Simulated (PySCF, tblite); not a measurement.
# CH8FOSi3 radical, a small gas-phase stand-in for a defect centre (Si site with back bonds O[SiH3], C[SiH3], F): EPR parameters

Wanted: the EPR parameters for `F[Si](C[SiH3])O[SiH3]`. It is drawn as: dangling bond.

Programs: tblite 0.8.0 and PySCF 2.14.0. All values are calculated, for the isolated system unless a continuum is named. Atoms count from 0, parts from 1.

## (1) The system as given

14 atoms, charge 0, multiplicity 2; geometry: distance geometry start.

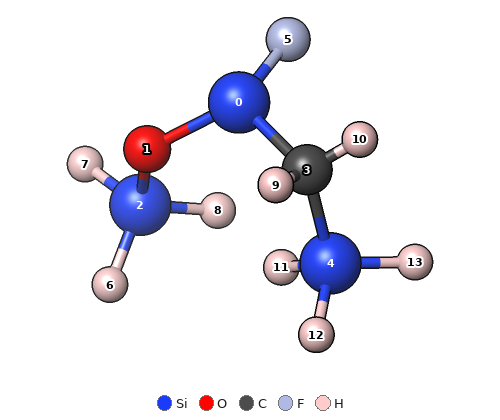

The starting geometry (silicon blue, oxygen red, carbon dark grey, fluorine light blue, hydrogen pink), atoms numbered.

## (2) Geometry optimisation with GFN2-xTB

Job settings and geometry (Å):

```
{"job": {"kind": "relax", "xc": "GFN2-xTB", "basis": "xTB"}, "charge": 0, "multiplicity": 2}
Si     0.030524    -0.929135    -2.305874
O     -1.626302    -1.583767    -2.203405
Si    -2.398237    -2.112244    -0.714522
C      0.202219     0.898854    -2.010242
Si    -0.571797     1.333868    -0.413415
F      1.242024    -1.861682    -1.639124
H     -3.607725    -1.406188    -0.530409
H     -2.688846    -3.497660    -0.811191
H     -1.552139    -1.894050     0.382125
H     -0.288576     1.412160    -2.801558
H      1.183463     1.170657    -2.018841
H     -1.283950     0.233030     0.088528
H     -1.460238     2.447263    -0.567648
H      0.447883     1.699798     0.508816
```

Method: GFN2-xTB geometry optimisation, gas phase.

Command:

```console
$ OMP_NUM_THREADS=1 python cluster_run.py task.json out
```

This one command runs all jobs of the session in turn.

What it wrote:

```text
step      E/eV     max force
  0    -551.31637    3.203
  1    -551.85548    2.375
  2    -552.18626    1.251
  3    -552.26370    1.031
  4    -552.41880    0.554
  5    -552.44191    0.430
  6    -552.48389    0.512
  7    -552.51155    0.592
  8    -552.53608    0.441
  9    -552.55250    0.322
 10    -552.56837    0.308
 11    -552.57897    0.294
 12    -552.58498    0.173
 13    -552.58811    0.150
 14    -552.59143    0.142
 15    -552.59587    0.243
 16    -552.60069    0.260
 17    -552.60462    0.168
 18    -552.60740    0.141
 19    -552.61002    0.148
 20    -552.61309    0.193
 21    -552.61568    0.147
 22    -552.61739    0.102
 23    -552.61884    0.119
 24    -552.62084    0.187
 25    -552.62372    0.227
 26    -552.62715    0.200
 27    -552.63012    0.118
 28    -552.63209    0.096
 29    -552.63341    0.082
 30    -552.63471    0.101
 31    -552.63618    0.096
 32    -552.63760    0.098
 33    -552.63868    0.088
 34    -552.63941    0.065
 35    -552.64003    0.067
 36    -552.64067    0.071
 37    -552.64132    0.073
 38    -552.64195    0.064
 39    -552.64269    0.065
 40    -552.64372    0.092
 41    -552.64514    0.109
 42    -552.64669    0.102
 43    -552.64784    0.068
 44    -552.64849    0.059
 45    -552.64912    0.066
 46    -552.65017    0.094
 47    -552.65188    0.108
 48    -552.65412    0.132
 49    -552.65607    0.118
 50    -552.65699    0.141
 51    -552.65822    0.094
 52    -552.65900    0.073
 53    -552.66045    0.082
 54    -552.66169    0.101
 55    -552.66329    0.105
 56    -552.66478    0.102
 57    -552.66647    0.092
 58    -552.66801    0.093
 59    -552.66911    0.085
 60    -552.66987    0.138
 61    -552.67100    0.078
 62    -552.67230    0.065
 63    -552.67374    0.069
 64    -552.67417    0.065
 65    -552.67473    0.059
 66    -552.67531    0.055
 67    -552.67618    0.079
 68    -552.67737    0.119
 69    -552.67876    0.137
 70    -552.68013    0.114
 71    -552.68156    0.083
 72    -552.68309    0.083
 73    -552.68444    0.091
 74    -552.68536    0.099
 75    -552.68583    0.063
 76    -552.68672    0.069
 77    -552.68763    0.058
 78    -552.68875    0.043
 79    -552.68910    0.036
 80    -552.68941    0.037
 81    -552.68957    0.037
 82    -552.68989    0.042
 83    -552.69021    0.040
 84    -552.69058    0.050
 85    -552.69097    0.052
 86    -552.69138    0.046
 87    -552.69171    0.033
 88    -552.69195    0.033
 89    -552.69217    0.035
 90    -552.69248    0.047
 91    -552.69295    0.067
 92    -552.69352    0.070
 93    -552.69407    0.057
 94    -552.69447    0.041
 95    -552.69475    0.039
 96    -552.69497    0.031
 97    -552.69517    0.041
 98    -552.69538    0.046
 99    -552.69566    0.038
100    -552.69595    0.041
101    -552.69619    0.041
102    -552.69637    0.031
103    -552.69652    0.024
104    -552.69667    0.034
105    -552.69683    0.036
106    -552.69697    0.031
107    -552.69710    0.032
108    -552.69723    0.034
109    -552.69741    0.041
110    -552.69762    0.042
111    -552.69782    0.040
112    -552.69797    0.029
113    -552.69808    0.029
114    -552.69819    0.039
115    -552.69832    0.040
116    -552.69845    0.028
117    -552.69854    0.017
118    -552.69859    0.019
119    -552.69865    0.024
120    -552.69873    0.027
121    -552.69881    0.021
122    -552.69887    0.016
123    -552.69890    0.012
124    -552.69892    0.012
125    -552.69894    0.012
126    -552.69898    0.012
127    -552.69901    0.013
128    -552.69903    0.017
129    -552.69906    0.023
130    -552.69910    0.024
131    -552.69914    0.017
132    -552.69917    0.010
133    -552.69918    0.010
134    -552.69920    0.011
135    -552.69923    0.016
136    -552.69927    0.017
137    -552.69931    0.015
138    -552.69936    0.014
139    -552.69940    0.016
140    -552.69945    0.019
141    -552.69953    0.027
142    -552.69963    0.035
143    -552.69978    0.040
144    -552.69998    0.041
145    -552.70024    0.047
146    -552.70057    0.046
147    -552.70092    0.046
148    -552.70117    0.048
149    -552.70090    0.102
150    -552.70148    0.037
151    -552.70158    0.026
152    -552.70170    0.026
153    -552.70187    0.026
154    -552.70193    0.031
155    -552.70197    0.015
156    -552.70199    0.009
157    -552.70200    0.009
158    -552.70202    0.013
159    -552.70204    0.012
160    -552.70205    0.007
```

Wall time 3 s (1 thread of Intel Xeon 6975P-C, shared host).

Step by step:

| step | energy from step 0 (eV) | largest force (eV/Å) |
| --- | --- | --- |
| 0 | 0.0000 | 3.2021 |
| 6 | -1.1675 | 0.5116 |
| 12 | -1.2686 | 0.1739 |
| 18 | -1.2910 | 0.1410 |
| 24 | -1.3045 | 0.1866 |
| 30 | -1.3183 | 0.1006 |
| 36 | -1.3243 | 0.0713 |
| 42 | -1.3303 | 0.1019 |
| 48 | -1.3378 | 0.1317 |
| 54 | -1.3453 | 0.1008 |
| 60 | -1.3535 | 0.1377 |
| 66 | -1.3589 | 0.0555 |
| 72 | -1.3667 | 0.0827 |
| 78 | -1.3724 | 0.0425 |
| 84 | -1.3742 | 0.0501 |
| 90 | -1.3761 | 0.0471 |
| 96 | -1.3786 | 0.0315 |
| 102 | -1.3800 | 0.0310 |
| 108 | -1.3809 | 0.0340 |
| 114 | -1.3818 | 0.0386 |
| 120 | -1.3824 | 0.0267 |
| 126 | -1.3826 | 0.0117 |
| 132 | -1.3828 | 0.0095 |
| 138 | -1.3830 | 0.0137 |
| 144 | -1.3836 | 0.0411 |
| 150 | -1.3851 | 0.0371 |
| 156 | -1.3856 | 0.0086 |
| 160 | -1.3857 | 0.0070 |

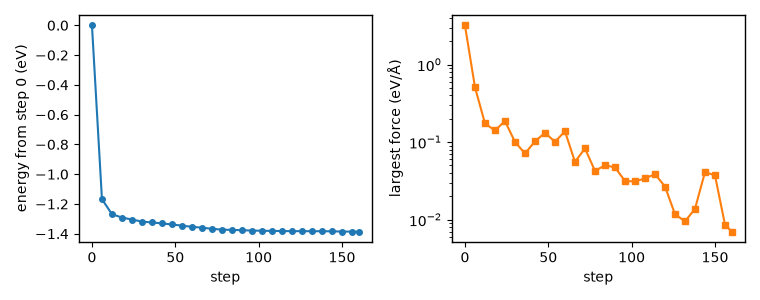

Energy and largest force along the relaxation.

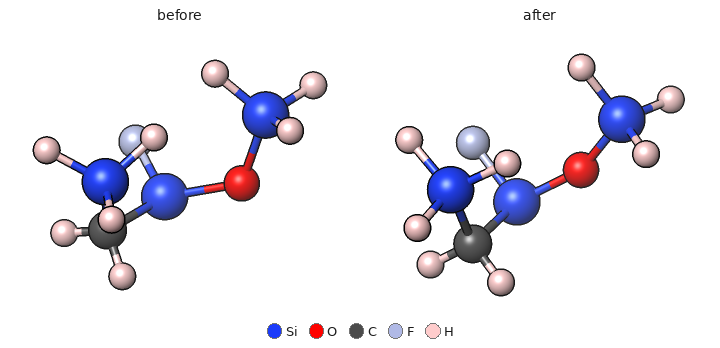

Before and after, at one scale.

Close pairs (by a distance rule), those that changed most:

| bond | before (Å) | after (Å) | change (Å) |
| --- | --- | --- | --- |
| Si0–O1 | 1.784 | 1.613 | -0.171 |
| O1–Si2 | 1.758 | 1.625 | -0.133 |
| C3–Si4 | 1.827 | 1.910 | +0.083 |
| C3–H10 | 1.018 | 1.089 | +0.071 |
| Si4–H11 | 1.404 | 1.464 | +0.060 |
| Si2–H8 | 1.402 | 1.461 | +0.059 |
| Si2–H6 | 1.413 | 1.463 | +0.050 |
| Si2–H7 | 1.419 | 1.460 | +0.041 |

## (3) Optimising the geometry at PBE0-D3(BJ)/def2-SVP

Job settings and geometry (Å):

```
{"job": {"xc": "PBE0", "basis": "def2-SVP", "d3": "d3bj", "grid": 2, "kind": "geom", "shake": 0.01}, "charge": 0, "multiplicity": 2}
Si     0.996890    -0.730461    -1.208164
O     -0.359717    -1.500095    -0.759530
Si    -1.471633    -2.019466     0.313289
C      0.841482     1.178627    -1.061487
Si     0.416980     1.736864     0.713375
F      2.096746    -1.140285    -0.119367
H     -2.613305    -1.169637     0.107716
H     -1.665264    -3.406421    -0.047132
H     -0.920791    -1.861900     1.693811
H      0.023375     1.524903    -1.719399
H      1.726518     1.636896    -1.383516
H     -0.845426     1.162708     1.166990
H      0.277935     3.217054     0.689582
H      1.489734     1.356604     1.628242
```

What it wrote:

```text
step   0  E = -1085.52293653  max force = 0.042674
step   1  E = -1085.53249403  max force = 0.004806
step   2  E = -1085.53296697  max force = 0.002086
step   3  E = -1085.53301868  max force = 0.000789
step   4  E = -1085.53302753  max force = 0.000832
step   5  E = -1085.53304456  max force = 0.000893
step   6  E = -1085.53305541  max force = 0.000942
step   7  E = -1085.53307056  max force = 0.000711
step   8  E = -1085.53308248  max force = 0.000552
step   9  E = -1085.53309429  max force = 0.000423
optimisation converged
```

Wall time 1.8 min (1 thread of Intel Xeon 6975P-C, shared host); peak memory 0.72 GiB.

Relaxation path:

| step | energy from step 0 (eV) | largest force component (eV/Å) |
| --- | --- | --- |
| 0 | 0.0000 | 2.1944 |
| 1 | -0.2601 | 0.2471 |
| 2 | -0.2729 | 0.1073 |
| 3 | -0.2743 | 0.0406 |
| 4 | -0.2746 | 0.0428 |
| 5 | -0.2751 | 0.0459 |
| 6 | -0.2753 | 0.0484 |
| 7 | -0.2758 | 0.0366 |
| 8 | -0.2761 | 0.0284 |
| 9 | -0.2764 | 0.0218 |

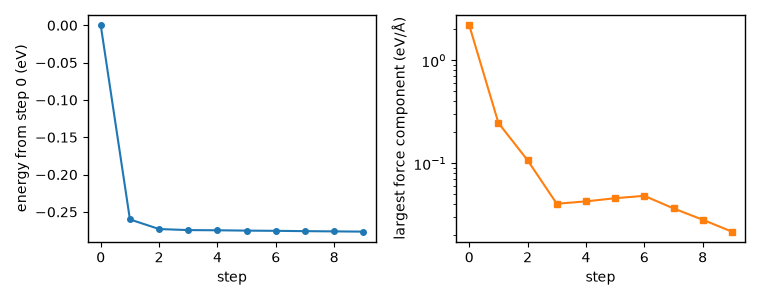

Energy and force, step by step.

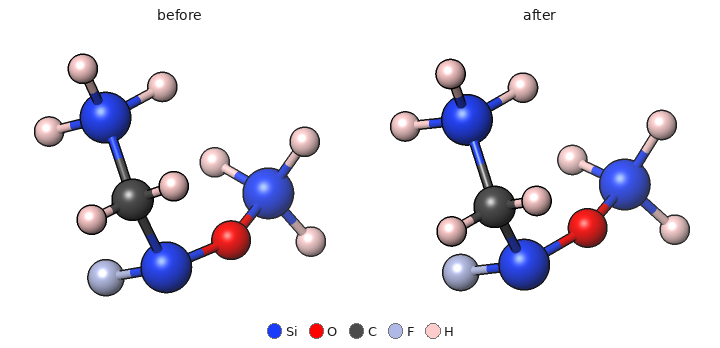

Before and after, at one scale.

Distances of close pairs at the start and the end, largest changes first:

| bond | before (Å) | after (Å) | change (Å) |
| --- | --- | --- | --- |
| C3–H10 | 1.047 | 1.103 | +0.056 |
| Si2–H6 | 1.438 | 1.491 | +0.053 |
| Si0–C3 | 1.921 | 1.874 | -0.047 |
| Si2–H7 | 1.446 | 1.491 | +0.045 |
| Si4–H11 | 1.459 | 1.495 | +0.036 |
| Si4–H13 | 1.460 | 1.492 | +0.032 |
| Si0–F5 | 1.601 | 1.633 | +0.032 |
| O1–Si2 | 1.630 | 1.661 | +0.031 |

The end geometry stands in the next job.

```
                         at the end point                value
  point group (found at 0.08 Å tolerance)                   C1
rotational constants (GHz, main isotopes)  2.224, 1.191, 0.930
                        dipole moment (D)                 1.49
                                     ⟨S²⟩                0.752
```

## (4) g tensor and hyperfine couplings: B3LYP/IGLO-III+pcH-1

Job settings and geometry (Å):

```
{"job": {"kind": "epr"}, "charge": 0, "multiplicity": 2}
Si     1.054142    -0.703610    -1.105376
O     -0.380077    -1.310256    -0.578113
Si    -1.455258    -1.934127     0.523797
C      0.934816     1.163542    -1.209173
Si     0.469940     1.969214     0.436844
F      2.180190    -1.049787     0.024908
H     -2.691256    -1.099856     0.512653
H     -1.803822    -3.330476     0.132930
H     -0.854561    -1.928795     1.889447
H      0.183556     1.426385    -1.972549
H      1.904737     1.564777    -1.548388
H     -0.795165     1.370129     0.961579
H      0.259234     3.438651     0.259133
H      1.553932     1.750886     1.438656
```

Level: UKS B3LYP, IGLO-III on C F O Si, pcH-1 on H, non-relativistic, mean-field spin-orbit, GIAO.

What it wrote:

```text
UKS, coarse grid
  cycle   1  E = -1086.57679570  |g| = 7.56e-01
  cycle   2  E = -1086.11516917  |g| = 1.35e+00
  cycle   3  E = -1086.75922187  |g| = 1.43e-01
  cycle   4  E = -1086.76543104  |g| = 7.95e-02
  cycle   5  E = -1086.76774910  |g| = 1.65e-02
  cycle   6  E = -1086.76781615  |g| = 6.05e-03
  cycle   7  E = -1086.76783132  |g| = 1.83e-03
  cycle   8  E = -1086.76783267  |g| = 3.56e-04
UKS, final grid
  cycle   1  E = -1086.76791825  |g| = 4.03e-04
  cycle   2  E = -1086.76791819  |g| = 6.20e-04
  cycle   3  E = -1086.76791832  |g| = 9.26e-05
  cycle   4  E = -1086.76791833  |g| = 1.80e-05
E = -1086.76791833 Eh   <S^2> = 0.7516 (exact 0.7500)
g shifts (ppm)      1          2          3
  rmc          -189       -189       -189
  gc             89         52        101
  oz_so       -1843        -38        -59
  total       -1944       -176       -147
hyperfine (MHz)  atom isotope    a_iso     a_fc   dipolar eigenvalues
    0  29Si    -899.97    -901.10   -126.53     62.34     64.19
    1   17O     -69.64     -69.62    -17.97      8.35      9.62
    2  29Si     -10.08     -10.10     -4.13      1.99      2.14
    3   13C      94.63      94.65    -11.54    -11.40     22.94
    4  29Si     -20.70     -20.75     -8.26      3.77      4.49
    5   19F     229.03     228.20   -110.77   -105.29    216.06
    6    1H       4.57       4.57     -1.06     -0.75      1.82
    7    1H      -0.55      -0.55     -1.13     -0.92      2.06
    8    1H       2.64       2.64     -1.15     -0.79      1.94
    9    1H      -7.55      -7.55     -7.38     -2.40      9.78
   10    1H      -7.46      -7.46     -7.42     -2.42      9.84
   11    1H      -1.61      -1.61     -1.57     -0.54      2.11
   12    1H      17.58      17.58     -1.38     -0.38      1.75
   13    1H      -1.25      -1.25     -1.47     -0.60      2.08
```

Wall time 58 s (1 thread of Intel Xeon 6975P-C, shared host); peak memory 1.3 GiB.

Principal g values 2.00038, 2.00214, 2.00217; g(iso) = 2.00156, against 2.00232 for a free electron.

Hyperfine couplings, nucleus by nucleus at this fixed geometry (no averaging over rotations):

```csv
nuclei,isotope,a(iso) (MHz),"a(iso) (G, at g = 2.0023)",largest dipolar term (MHz)
Si0,29Si,-900.0,-321.1,-126.5
F5,19F,229.0,81.7,216.1
C3,13C,94.6,33.8,22.9
O1,17O,-69.6,-24.8,-18.0
Si4,29Si,-20.7,-7.4,-8.3
H12,1H,17.6,6.3,1.8
Si2,29Si,-10.1,-3.6,-4.1
H9,1H,-7.6,-2.7,9.8
H10,1H,-7.5,-2.7,9.8
H6,1H,4.6,1.6,1.8
H8,1H,2.6,0.9,1.9
H11,1H,-1.6,-0.6,2.1
H13,1H,-1.2,-0.4,2.1
H7,1H,-0.6,-0.2,2.1
```

Mulliken spin populations:

Si0 0.82; O1 0.02; Si2 0.02; C3 0.08; Si4 0.04; F5 0.02; H6 0.00; H7 0.00; H8 0.00; H9 0.00; H10 0.00; H11 0.00; H12 0.01; H13 0.00

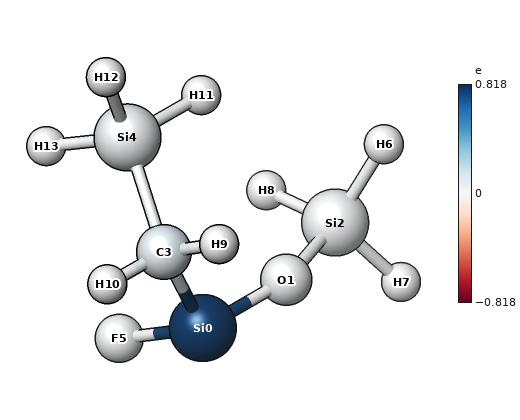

Mulliken spin populations, as colours on the atoms.

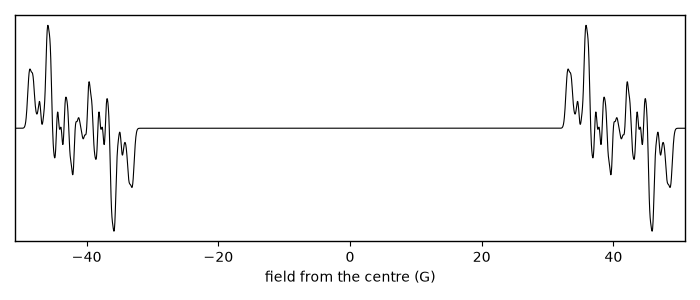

First-order isotropic spectrum (first derivative, main isotopes with spin only, couplings over 0.8 MHz, Gaussian width 0.3 G; couplings of the frozen geometry, rotation of groups not averaged beyond the rows shown).

## (5) EPR parameters: BHandHLYP/IGLO-III+pcH-1

Same as in step 4 but for these lines:

```diff
@@ -1,2 +1,2 @@
-{"job": {"kind": "epr"}, "charge": 0, "multiplicity": 2}
+{"job": {"kind": "epr", "xc": "BHandHLYP"}, "charge": 0, "multiplicity": 2}
 Si     1.054142    -0.703610    -1.105376
```

Method: UKS BHandHLYP, IGLO-III on C F O Si, pcH-1 on H, non-relativistic, mean-field spin-orbit, GIAO.

What it wrote:

```text
UKS, coarse grid
  cycle   1  E = -1086.45335358  |g| = 6.33e-01
  cycle   2  E = -1086.39832026  |g| = 7.85e-01
  cycle   3  E = -1086.59650882  |g| = 5.72e-02
  cycle   4  E = -1086.59785301  |g| = 3.52e-02
  cycle   5  E = -1086.59836507  |g| = 8.56e-03
  cycle   6  E = -1086.59840847  |g| = 2.85e-03
  cycle   7  E = -1086.59841636  |g| = 1.51e-03
  cycle   8  E = -1086.59841810  |g| = 3.82e-04
UKS, final grid
  cycle   1  E = -1086.59847322  |g| = 2.57e-04
  cycle   2  E = -1086.59847328  |g| = 1.86e-04
  cycle   3  E = -1086.59847330  |g| = 7.36e-05
  cycle   4  E = -1086.59847331  |g| = 1.98e-05
  cycle   5  E = -1086.59847331  |g| = 7.19e-06
E = -1086.59847331 Eh   <S^2> = 0.7525 (exact 0.7500)
g shifts (ppm)      1          2          3
  rmc          -191       -191       -191
  gc             92        123         29
  oz_so       -1975       -228         15
  total       -2074       -296       -147
hyperfine (MHz)  atom isotope    a_iso     a_fc   dipolar eigenvalues
    0  29Si    -934.66    -935.78   -133.30     64.65     68.65
    1   17O     -70.10     -70.08    -17.60      8.24      9.35
    2  29Si      -8.36      -8.39     -3.72      1.79      1.93
    3   13C      94.90      94.92    -11.32    -10.97     22.28
    4  29Si     -20.14     -20.19     -7.71      3.35      4.36
    5   19F     255.17     254.40   -108.06   -102.63    210.69
    6    1H       3.93       3.93     -1.01     -0.77      1.78
    7    1H      -1.00      -1.00     -1.12     -0.94      2.06
    8    1H       2.25       2.25     -1.10     -0.82      1.92
    9    1H      -8.59      -8.59     -7.35     -2.49      9.84
   10    1H      -8.35      -8.35     -7.40     -2.51      9.91
   11    1H      -1.64      -1.64     -1.52     -0.61      2.13
   12    1H      16.67      16.67     -1.27     -0.41      1.68
   13    1H      -1.22      -1.23     -1.44     -0.65      2.09
```

Run time: 64 s. Hardware: 1 thread of Intel Xeon 6975P-C, shared host; peak memory 1.2 GiB.

In short: g(iso) 2.00148.

## (6) Run by run: EPR parameters

g, ⟨S²⟩ and isotropic hyperfine couplings (MHz), with basis size and wall time:

```csv
run,g(iso),⟨S²⟩,29Si Si0,19F F5,13C C3,17O O1,29Si Si4,functions,time
B3LYP/IGLO-III+pcH-1,2.00156,0.752,-900.0,229.0,94.6,-69.6,-20.7,317,58 s
BHandHLYP/IGLO-III+pcH-1,2.00148,0.753,-934.7,255.2,94.9,-70.1,-20.1,317,64 s
```

## (7) Outcome

| quantity | value |
| --- | --- |
| point group | C1 |
| rotational constants (main isotopes) | 2.22, 1.19, 0.93 GHz |
| g(iso) (B3LYP) | 2.00156 |
| ⟨S²⟩ | 0.752 (exact 0.75) |
| largest a(iso) | 29Si on Si0, -900.0 MHz |

**Reading.** The start of the PBE0/def2-SVP relaxation was shaken at random by about 0.01 Å, so part of the energy gained, and of the first lengths quoted, undoes that. The optimisation took 9 steps and gained 0.276 eV; among the close pairs (by a distance rule), C3–H10 changed most, from 1.047 to 1.103 Å (PBE0/def2-SVP). Si0 carries the largest spin population, 0.82 e. The isotropic g lies 0.8 ppt below the free-electron value. The coupling of 29Si on Si0 runs from -934.7 (BHandHLYP/IGLO-III+pcH-1) to -900.0 MHz (B3LYP/IGLO-III+pcH-1). A capped cluster stands for the solid here, so long-range fields and strain are missing, and bands or shifts of the capping hydrogens have no counterpart in it.
